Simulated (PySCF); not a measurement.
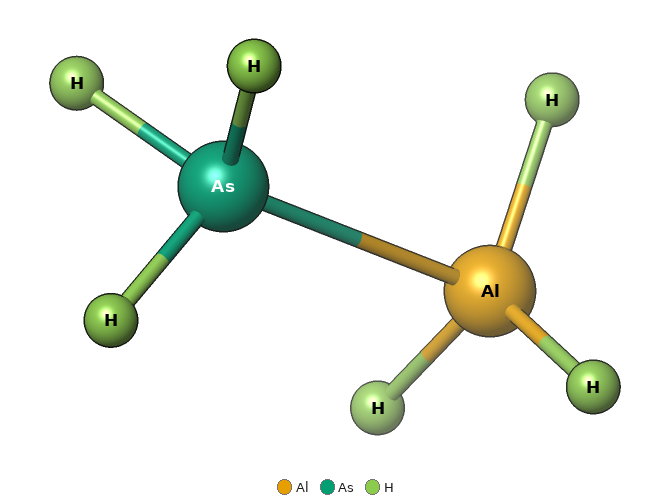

Atoms fade into the background with distance from the viewer. Computed geometry: PBE0-D3(BJ)/def2-SVP optimisation. No frequency run is at hand to confirm it as a minimum.

> Which symmetry elements does this geometry have?

It has 1 C3 axis and 3 mirror planes, so the point group is C3v. The group has 6 operations. The geometry is achiral, and symmetry allows a dipole moment.
